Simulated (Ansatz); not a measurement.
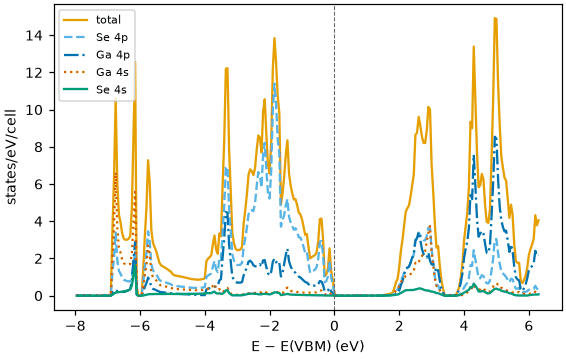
*Total and projected density of states of GaSe in space group P6_3/mmc (No. 194; Ga on 4f, Se on 4f), PBE (plane waves, PAW; program Ansatz)*

### Question
Which orbitals carry the states next to the gap?

### Answer
Top 1 eV of the valence band: Se 4p 69 %, Ga 4p 21 %, Ga 4s 7 %. Bottom 1 eV of the conduction band: Se 4p 33 %, Ga 4p 28 %, Ga 4s 27 %, Se 4s 7 %, outside the projected shells 6 %. Projections are on Löwdin-orthogonalised atomic valence shells; empty p or d shells of many metals are not among them.

### Question
Where is the tallest occupied peak in this window, and what makes it?

### Answer
Near -1.9 eV, about 14 states/eV per cell; the largest projected share is Se 4p.

The PBE relaxation kept the symmetry of its start. The volume lies over 15 % above that of the usual cell of this phase: another minimum, or an error of the functional. A crystal of weakly bound layers computed without a dispersion correction: the cell and the soft elastic constants depend strongly on that. Spin–orbit coupling is left out wherever it is not named.

Potentials: the later of the program's two PAW sets.
